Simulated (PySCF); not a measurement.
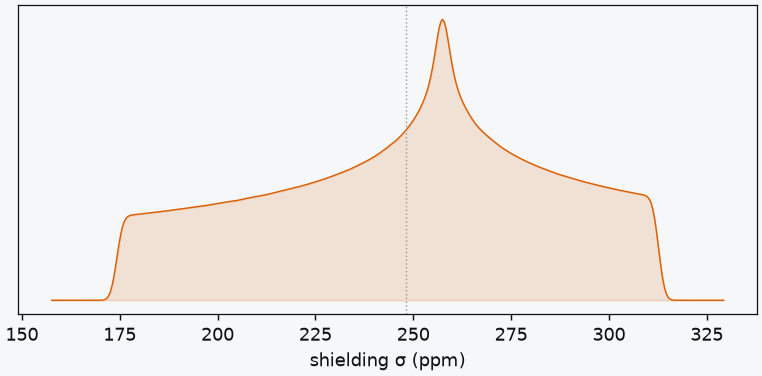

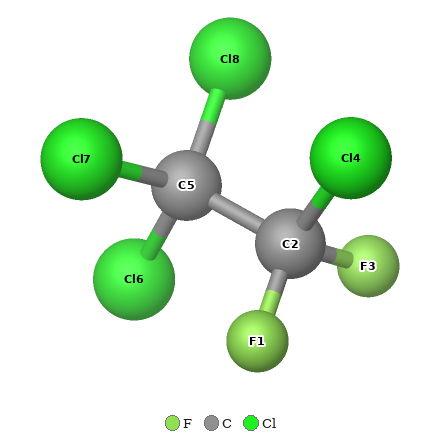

Static powder pattern (¹⁹F) from GIAO shielding tensors of C₂Cl₄F₂ (CF2Cl-CCl3), SMILES FC(F)(Cl)C(Cl)(Cl)Cl, B97-2/pcSseg-2 with PySCF 2.14.0, at a PBE0-D3(BJ)/def2-TZVP geometry (no frequency check); absolute shielding, one fixed geometry of the isolated molecule without any motion, no dipolar terms. The dotted line is the isotropic value; skew is 3(σiso − σ22)/span.

### The pattern belongs to F3. Give the principal values, span and skew.

F3: σ11, σ22, σ33 = 174, 257, 313 ppm, isotropic 248, span 138 ppm, skew −0.20.
